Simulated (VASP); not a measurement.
```yaml
crystal:
  lattice:
    - [0.00000, 2.67500, 2.67500]
    - [2.67500, 0.00000, 2.67500]
    - [2.67500, 2.67500, 0.00000]
  atoms:
    - { symbol: K, position: [0.00000, 0.00000, 0.00000] }
    - { symbol: F, position: [0.50000, 0.50000, 0.50000] }
```

Calculation: MS2 meta-GGA, VASP's PBE PAW potentials (set 64) (plane waves; VASP). Settings: 520 eV cut-off, 10×10×10 Γ-centred mesh, tetrahedra with Blöchl corrections, potentials K_sv F.

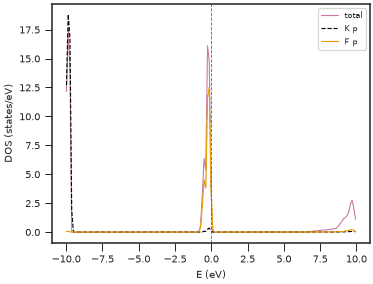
Fig. 1. Total and projected density of states, zero at the valence-band maximum

Within 2 eV below the valence-band maximum the largest weight inside VASP's projection spheres is F p.

The gap is direct, 6.54 eV, from the valence maximum at Γ to the conduction minimum at Γ.

The compound is KF in the rock salt structure. The cell was not relaxed at this level.
